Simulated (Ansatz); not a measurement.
**Molecular dynamics, with input and output: ZrH₂SClF₃ (part 1 of 3)**

The run: molecular dynamics of ZrH₂SClF₃. Method and program: RKS PBE/def2-SVP (Ansatz 0.2.0).

It belongs to a series of runs on one base structure; here: dynamics from the highest image of the converged band.

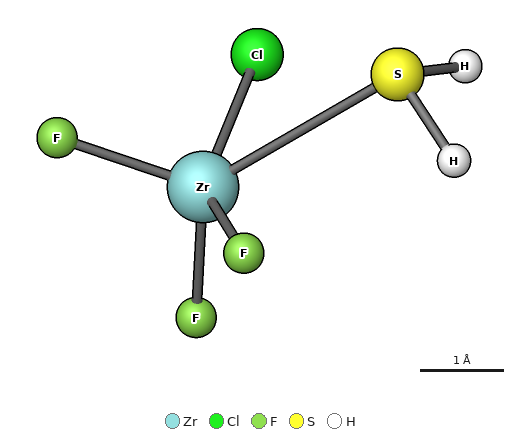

**Figure 1.** The starting structure (ball-and-stick view, seen at a tilt). Sticks mark near contacts.

## Results in brief

```tsv
quantity	value
outcome	finished
mean temperature over the second half	55 K
trajectory	200 steps, 100 fs
ensemble	nve
temperature in the input	100.0 K
time step	0.5 fs
potential energy (last step)	−32800.2222 eV
mean-field energy (last step)	−32800.2222 eV
largest force (length of the vector) (last step)	0.511 eV/Å
hardware	4 threads of Arm Neoverse V1, 24 GiB of memory available, shared host
wall time	5.1 min (CPU time 19 min)
peak memory	0.18 GiB
```

## Remarks

So short a trajectory is not equilibrated.

## Input file
```yaml
crystal:
  periodic: [false, false, false]
  atoms:
    - { symbol: Zr, position_ang: [-0.132308, 0.297607, -0.02738] }
    - { symbol: Cl, position_ang: [0.057578, 1.042137, 2.266797] }
    - { symbol: F, position_ang: [1.431463, -0.778372, -0.146808] }
    - { symbol: F, position_ang: [0.140088, 1.93047, -0.96407] }
    - { symbol: F, position_ang: [-1.249963, -0.649133, -1.294917] }
    - { symbol: S, position_ang: [-2.70521, -0.336974, 1.207193] }
    - { symbol: H, position_ang: [-2.958317, -1.571158, 0.687405] }
    - { symbol: H, position_ang: [-2.343432, -0.80738, 2.431878] }
basis:
  gaussian: { orbitals: def2-SVP }
hamiltonian:
  xc: pbe
md:
  timestep: 0.5
  n_steps: 200
  ensemble: nve
  temperature: 100.0
  initial_velocities: maxwell_boltzmann
  seed: 7328
```

Command:
```bash
ansatz run input.yaml --threads 4 --pin off --max-ram 5120MiB --backend cpu --events-out ev --progress --plain --runs-dir out
```

## Log
```
Engine: ansatz 0.2.0, aarch64-unknown-linux-gnu
Functional definition: PBE
  parameter kappa = 0.804
  parameter beta = 0.06672455060314922
  exchange = pbe_x(kappa = kappa, mu = beta*pi^2/3)
  correlation = pbe_c(beta = beta)
1238 factors; their error is unknown
mean field evaluation 1: about -32794.3307 eV, gradient 6.1e1 eV
mean field evaluation 2: about -32714.4557 eV, gradient 2.3e2 eV
mean field evaluation 4: about -32800.1116 eV, gradient 8.6e0 eV
mean field evaluation 8: about -32800.2874 eV, gradient 1.3e-1 eV
mean field evaluation 16: about -32800.2282 eV, gradient 9.5e-4 eV
mean field -32800.22821412 eV, -1205.3861540757 hartree, gradient 4.9e-5 eV, S^2 0.000000; 0 other end points of the search recorded, 0 dependent functions left out
the calculation of the forces begins
reference -32800.22829150 eV, -1205.3861569194 hartree; 37, 37 occupied and 82, 82 virtual orbitals, 1238 factors
md step     0: t =     0.00 fs  T =   100.0 K  F+E_penalty+E_count = -32800.22821412 eV  E_kin = 0.077556 eV  conserved = -32800.15065812 eV  (29 SCF iters)
these checks for a lower state are left out or cut short: starts, cluster_reference, orbital_swaps, neighbouring_geometries, increment
1238 factors; their error is unknown
mean field -32800.22610484 eV, -1205.3860765612 hartree, gradient 7.2e-5 eV, S^2 0.000000; 0 other end points of the search recorded, 0 dependent functions left out
the calculation of the forces begins
reference -32800.22618218 eV, -1205.3860794034 hartree; 37, 37 occupied and 82, 82 virtual orbitals, 1238 factors
md step     1: t =     0.50 fs  T =    97.3 K  F+E_penalty+E_count = -32800.22610484 eV  E_kin = 0.075490 eV  conserved = -32800.15061526 eV  (29 SCF iters)
[... from here on the SCF iterations and repeated set-up lines of each step are left out, up to the last step ...]
md step     2: t =     1.00 fs  T =    90.1 K  F+E_penalty+E_count = -32800.22038291 eV  E_kin = 0.069858 eV  conserved = -32800.15052524 eV  (29 SCF iters)
md step     3: t =     1.50 fs  T =    80.0 K  F+E_penalty+E_count = -32800.21242597 eV  E_kin = 0.062015 eV  conserved = -32800.15041138 eV  (29 SCF iters)
md step     4: t =     2.00 fs  T =    69.2 K  F+E_penalty+E_count = -32800.20400428 eV  E_kin = 0.053705 eV  conserved = -32800.15029931 eV  (29 SCF iters)
md step     5: t =     2.50 fs  T =    60.2 K  F+E_penalty+E_count = -32800.19687422 eV  E_kin = 0.046662 eV  conserved = -32800.15021234 eV  (29 SCF iters)
md step     6: t =     3.00 fs  T =    54.5 K  F+E_penalty+E_count = -32800.19240833 eV  E_kin = 0.042242 eV  conserved = -32800.15016664 eV  (25 SCF iters)
md step     7: t =     3.50 fs  T =    53.1 K  F+E_penalty+E_count = -32800.19132883 eV  E_kin = 0.041159 eV  conserved = -32800.15017020 eV  (25 SCF iters)
md step     8: t =     4.00 fs  T =    55.9 K  F+E_penalty+E_count = -32800.19358172 eV  E_kin = 0.043361 eV  conserved = -32800.15022058 eV  (25 SCF iters)
md step     9: t =     4.50 fs  T =    62.0 K  F+E_penalty+E_count = -32800.19837050 eV  E_kin = 0.048063 eV  conserved = -32800.15030727 eV  (29 SCF iters)
md step    10: t =     5.00 fs  T =    69.5 K  F+E_penalty+E_count = -32800.20432873 eV  E_kin = 0.053916 eV  conserved = -32800.15041276 eV  (29 SCF iters)
md step    11: t =     5.50 fs  T =    76.4 K  F+E_penalty+E_count = -32800.20979877 eV  E_kin = 0.059283 eV  conserved = -32800.15051619 eV  (29 SCF iters)
md step    12: t =     6.00 fs  T =    80.7 K  F+E_penalty+E_count = -32800.21316784 eV  E_kin = 0.062572 eV  conserved = -32800.15059592 eV  (28 SCF iters)
md step    13: t =     6.50 fs  T =    80.7 K  F+E_penalty+E_count = -32800.21321509 eV  E_kin = 0.062583 eV  conserved = -32800.15063242 eV  (29 SCF iters)
md step    14: t =     7.00 fs  T =    75.8 K  F+E_penalty+E_count = -32800.20941855 eV  E_kin = 0.058806 eV  conserved = -32800.15061239 eV  (29 SCF iters)
md step    15: t =     7.50 fs  T =    66.6 K  F+E_penalty+E_count = -32800.20215671 eV  E_kin = 0.051623 eV  conserved = -32800.15053387 eV  (29 SCF iters)
md step    16: t =     8.00 fs  T =    54.6 K  F+E_penalty+E_count = -32800.19272626 eV  E_kin = 0.042316 eV  conserved = -32800.15041015 eV  (29 SCF iters)
md step    17: t =     8.50 fs  T =    42.3 K  F+E_penalty+E_count = -32800.18311294 eV  E_kin = 0.032841 eV  conserved = -32800.15027183 eV  (29 SCF iters)
md step    18: t =     9.00 fs  T =    32.7 K  F+E_penalty+E_count = -32800.17550819 eV  E_kin = 0.025349 eV  conserved = -32800.15015923 eV  (29 SCF iters)
md step    19: t =     9.50 fs  T =    27.8 K  F+E_penalty+E_count = -32800.17168107 eV  E_kin = 0.021572 eV  conserved = -32800.15010920 eV  (24 SCF iters)
md step    20: t =    10.00 fs  T =    28.7 K  F+E_penalty+E_count = -32800.17241348 eV  E_kin = 0.022274 eV  conserved = -32800.15013959 eV  (30 SCF iters)
md step    21: t =    10.50 fs  T =    34.8 K  F+E_penalty+E_count = -32800.17722886 eV  E_kin = 0.026988 eV  conserved = -32800.15024098 eV  (23 SCF iters)
md step    22: t =    11.00 fs  T =    44.0 K  F+E_penalty+E_count = -32800.18453837 eV  E_kin = 0.034158 eV  conserved = -32800.15038014 eV  (29 SCF iters)
md step    23: t =    11.50 fs  T =    53.7 K  F+E_penalty+E_count = -32800.19214863 eV  E_kin = 0.041634 eV  conserved = -32800.15051434 eV  (28 SCF iters)
md step    24: t =    12.00 fs  T =    61.0 K  F+E_penalty+E_count = -32800.19792342 eV  E_kin = 0.047317 eV  conserved = -32800.15060666 eV  (28 SCF iters)
md step    25: t =    12.50 fs  T =    64.1 K  F+E_penalty+E_count = -32800.20036200 eV  E_kin = 0.049725 eV  conserved = -32800.15063700 eV  (28 SCF iters)
md step    26: t =    13.00 fs  T =    62.3 K  F+E_penalty+E_count = -32800.19892950 eV  E_kin = 0.048326 eV  conserved = -32800.15060350 eV  (29 SCF iters)
md step    27: t =    13.50 fs  T =    56.2 K  F+E_penalty+E_count = -32800.19409865 eV  E_kin = 0.043579 eV  conserved = -32800.15051960 eV  (28 SCF iters)
md step    28: t =    14.00 fs  T =    47.4 K  F+E_penalty+E_count = -32800.18714888 eV  E_kin = 0.036741 eV  conserved = -32800.15040795 eV  (29 SCF iters)
md step    29: t =    14.50 fs  T =    38.1 K  F+E_penalty+E_count = -32800.17981334 eV  E_kin = 0.029519 eV  conserved = -32800.15029436 eV  (28 SCF iters)
md step    30: t =    15.00 fs  T =    30.5 K  F+E_penalty+E_count = -32800.17386934 eV  E_kin = 0.023666 eV  conserved = -32800.15020332 eV  (28 SCF iters)
md step    31: t =    15.50 fs  T =    26.6 K  F+E_penalty+E_count = -32800.17075276 eV  E_kin = 0.020601 eV  conserved = -32800.15015225 eV  (23 SCF iters)
md step    32: t =    16.00 fs  T =    27.2 K  F+E_penalty+E_count = -32800.17127023 eV  E_kin = 0.021120 eV  conserved = -32800.15015065 eV  (24 SCF iters)
md step    33: t =    16.50 fs  T =    32.6 K  F+E_penalty+E_count = -32800.17544902 eV  E_kin = 0.025251 eV  conserved = -32800.15019756 eV  (24 SCF iters)
md step    34: t =    17.00 fs  T =    41.6 K  F+E_penalty+E_count = -32800.18254823 eV  E_kin = 0.032265 eV  conserved = -32800.15028292 eV  (28 SCF iters)
md step    35: t =    17.50 fs  T =    52.6 K  F+E_penalty+E_count = -32800.19121722 eV  E_kin = 0.040827 eV  conserved = -32800.15039028 eV  (28 SCF iters)
md step    36: t =    18.00 fs  T =    63.5 K  F+E_penalty+E_count = -32800.19976387 eV  E_kin = 0.049265 eV  conserved = -32800.15049872 eV  (29 SCF iters)
md step    37: t =    18.50 fs  T =    72.1 K  F+E_penalty+E_count = -32800.20648956 eV  E_kin = 0.055903 eV  conserved = -32800.15058643 eV  (29 SCF iters)
md step    38: t =    19.00 fs  T =    76.6 K  F+E_penalty+E_count = -32800.21003983 eV  E_kin = 0.059407 eV  conserved = -32800.15063332 eV  (28 SCF iters)
md step    39: t =    19.50 fs  T =    76.2 K  F+E_penalty+E_count = -32800.20972183 eV  E_kin = 0.059097 eV  conserved = -32800.15062489 eV  (28 SCF iters)
md step    40: t =    20.00 fs  T =    71.1 K  F+E_penalty+E_count = -32800.20572599 eV  E_kin = 0.055169 eV  conserved = -32800.15055708 eV  (28 SCF iters)
md step    41: t =    20.50 fs  T =    62.8 K  F+E_penalty+E_count = -32800.19917583 eV  E_kin = 0.048735 eV  conserved = -32800.15044119 eV  (28 SCF iters)
md step    42: t =    21.00 fs  T =    53.7 K  F+E_penalty+E_count = -32800.19193595 eV  E_kin = 0.041631 eV  conserved = -32800.15030506 eV  (30 SCF iters)
md step    43: t =    21.50 fs  T =    46.4 K  F+E_penalty+E_count = -32800.18616429 eV  E_kin = 0.035976 eV  conserved = -32800.15018832 eV  (28 SCF iters)
md step    44: t =    22.00 fs  T =    43.3 K  F+E_penalty+E_count = -32800.18369551 eV  E_kin = 0.033566 eV  conserved = -32800.15012914 eV  (24 SCF iters)
md step    45: t =    22.50 fs  T =    45.5 K  F+E_penalty+E_count = -32800.18545406 eV  E_kin = 0.035305 eV  conserved = -32800.15014887 eV  (24 SCF iters)
md step    46: t =    23.00 fs  T =    52.7 K  F+E_penalty+E_count = -32800.19112973 eV  E_kin = 0.040888 eV  conserved = -32800.15024206 eV  (29 SCF iters)
md step    47: t =    23.50 fs  T =    63.0 K  F+E_penalty+E_count = -32800.19926139 eV  E_kin = 0.048883 eV  conserved = -32800.15037859 eV  (29 SCF iters)
md step    48: t =    24.00 fs  T =    73.7 K  F+E_penalty+E_count = -32800.20769927 eV  E_kin = 0.057183 eV  conserved = -32800.15051625 eV  (29 SCF iters)
md step    49: t =    24.50 fs  T =    82.1 K  F+E_penalty+E_count = -32800.21425651 eV  E_kin = 0.063640 eV  conserved = -32800.15061659 eV  (29 SCF iters)
md step    50: t =    25.00 fs  T =    85.9 K  F+E_penalty+E_count = -32800.21731000 eV  E_kin = 0.066653 eV  conserved = -32800.15065678 eV  (29 SCF iters)
md step    51: t =    25.50 fs  T =    84.5 K  F+E_penalty+E_count = -32800.21617201 eV  E_kin = 0.065540 eV  conserved = -32800.15063228 eV  (29 SCF iters)
md step    52: t =    26.00 fs  T =    78.2 K  F+E_penalty+E_count = -32800.21117486 eV  E_kin = 0.060621 eV  conserved = -32800.15055433 eV  (29 SCF iters)
md step    53: t =    26.50 fs  T =    68.4 K  F+E_penalty+E_count = -32800.20350414 eV  E_kin = 0.053060 eV  conserved = -32800.15044437 eV  (29 SCF iters)
md step    54: t =    27.00 fs  T =    57.4 K  F+E_penalty+E_count = -32800.19486594 eV  E_kin = 0.044538 eV  conserved = -32800.15032802 eV  (29 SCF iters)
md step    55: t =    27.50 fs  T =    47.5 K  F+E_penalty+E_count = -32800.18708191 eV  E_kin = 0.036852 eV  conserved = -32800.15023020 eV  (29 SCF iters)
md step    56: t =    28.00 fs  T =    40.6 K  F+E_penalty+E_count = -32800.18169499 eV  E_kin = 0.031525 eV  conserved = -32800.15016976 eV  (24 SCF iters)
md step    57: t =    28.50 fs  T =    38.0 K  F+E_penalty+E_count = -32800.17966013 eV  E_kin = 0.029502 eV  conserved = -32800.15015787 eV  (24 SCF iters)
md step    58: t =    29.00 fs  T =    39.9 K  F+E_penalty+E_count = -32800.18116646 eV  E_kin = 0.030971 eV  conserved = -32800.15019552 eV  (25 SCF iters)
md step    59: t =    29.50 fs  T =    45.6 K  F+E_penalty+E_count = -32800.18561964 eV  E_kin = 0.035346 eV  conserved = -32800.15027395 eV  (29 SCF iters)
md step    60: t =    30.00 fs  T =    53.4 K  F+E_penalty+E_count = -32800.19177845 eV  E_kin = 0.041401 eV  conserved = -32800.15037753 eV  (29 SCF iters)
md step    61: t =    30.50 fs  T =    61.3 K  F+E_penalty+E_count = -32800.19801052 eV  E_kin = 0.047525 eV  conserved = -32800.15048544 eV  (29 SCF iters)
md step    62: t =    31.00 fs  T =    67.1 K  F+E_penalty+E_count = -32800.20262511 eV  E_kin = 0.052050 eV  conserved = -32800.15057544 eV  (28 SCF iters)
md step    63: t =    31.50 fs  T =    69.1 K  F+E_penalty+E_count = -32800.20422999 eV  E_kin = 0.053603 eV  conserved = -32800.15062675 eV  (29 SCF iters)
md step    64: t =    32.00 fs  T =    66.3 K  F+E_penalty+E_count = -32800.20206133 eV  E_kin = 0.051438 eV  conserved = -32800.15062368 eV  (30 SCF iters)
md step    65: t =    32.50 fs  T =    58.9 K  F+E_penalty+E_count = -32800.19622460 eV  E_kin = 0.045664 eV  conserved = -32800.15056056 eV  (29 SCF iters)
md step    66: t =    33.00 fs  T =    48.1 K  F+E_penalty+E_count = -32800.18777068 eV  E_kin = 0.037324 eV  conserved = -32800.15044683 eV  (29 SCF iters)
md step    67: t =    33.50 fs  T =    36.4 K  F+E_penalty+E_count = -32800.17853391 eV  E_kin = 0.028225 eV  conserved = -32800.15030848 eV  (29 SCF iters)
md step    68: t =    34.00 fs  T =    26.5 K  F+E_penalty+E_count = -32800.17071054 eV  E_kin = 0.020526 eV  conserved = -32800.15018453 eV  (29 SCF iters)
md step    69: t =    34.50 fs  T =    20.8 K  F+E_penalty+E_count = -32800.16625022 eV  E_kin = 0.016136 eV  conserved = -32800.15011446 eV  (22 SCF iters)
md step    70: t =    35.00 fs  T =    20.8 K  F+E_penalty+E_count = -32800.16624961 eV  E_kin = 0.016127 eV  conserved = -32800.15012247 eV  (21 SCF iters)
md step    71: t =    35.50 fs  T =    26.3 K  F+E_penalty+E_count = -32800.17058289 eV  E_kin = 0.020376 eV  conserved = -32800.15020662 eV  (25 SCF iters)
md step    72: t =    36.00 fs  T =    35.6 K  F+E_penalty+E_count = -32800.17793198 eV  E_kin = 0.027593 eV  conserved = -32800.15033935 eV  (28 SCF iters)
md step    73: t =    36.50 fs  T =    46.1 K  F+E_penalty+E_count = -32800.18620897 eV  E_kin = 0.035730 eV  conserved = -32800.15047917 eV  (29 SCF iters)
md step    74: t =    37.00 fs  T =    54.9 K  F+E_penalty+E_count = -32800.19319649 eV  E_kin = 0.042610 eV  conserved = -32800.15058639 eV  (29 SCF iters)
md step    75: t =    37.50 fs  T =    60.0 K  F+E_penalty+E_count = -32800.19716635 eV  E_kin = 0.046530 eV  conserved = -32800.15063591 eV  (29 SCF iters)
md step    76: t =    38.00 fs  T =    60.2 K  F+E_penalty+E_count = -32800.19728577 eV  E_kin = 0.046665 eV  conserved = -32800.15062072 eV  (29 SCF iters)
md step    77: t =    38.50 fs  T =    55.7 K  F+E_penalty+E_count = -32800.19374026 eV  E_kin = 0.043190 eV  conserved = -32800.15055016 eV  (29 SCF iters)
md step    78: t =    39.00 fs  T =    47.9 K  F+E_penalty+E_count = -32800.18759811 eV  E_kin = 0.037154 eV  conserved = -32800.15044443 eV  (29 SCF iters)
md step    79: t =    39.50 fs  T =    38.9 K  F+E_penalty+E_count = -32800.18049792 eV  E_kin = 0.030169 eV  conserved = -32800.15032869 eV  (29 SCF iters)
md step    80: t =    40.00 fs  T =    31.0 K  F+E_penalty+E_count = -32800.17425121 eV  E_kin = 0.024023 eV  conserved = -32800.15022814 eV  (28 SCF iters)
md step    81: t =    40.50 fs  T =    26.1 K  F+E_penalty+E_count = -32800.17044310 eV  E_kin = 0.020280 eV  conserved = -32800.15016279 eV  (24 SCF iters)
md step    82: t =    41.00 fs  T =    25.7 K  F+E_penalty+E_count = -32800.17010588 eV  E_kin = 0.019961 eV  conserved = -32800.15014531 eV  (25 SCF iters)
md step    83: t =    41.50 fs  T =    30.1 K  F+E_penalty+E_count = -32800.17351696 eV  E_kin = 0.023339 eV  conserved = -32800.15017832 eV  (24 SCF iters)
md step    84: t =    42.00 fs  T =    38.6 K  F+E_penalty+E_count = -32800.18015517 eV  E_kin = 0.029901 eV  conserved = -32800.15025437 eV  (24 SCF iters)
md step    85: t =    42.50 fs  T =    49.6 K  F+E_penalty+E_count = -32800.18881613 eV  E_kin = 0.038458 eV  conserved = -32800.15035859 eV  (29 SCF iters)
md step    86: t =    43.00 fs  T =    61.1 K  F+E_penalty+E_count = -32800.19785553 eV  E_kin = 0.047385 eV  conserved = -32800.15047033 eV  (28 SCF iters)
md step    87: t =    43.50 fs  T =    70.9 K  F+E_penalty+E_count = -32800.20551879 eV  E_kin = 0.054952 eV  conserved = -32800.15056706 eV  (30 SCF iters)
```
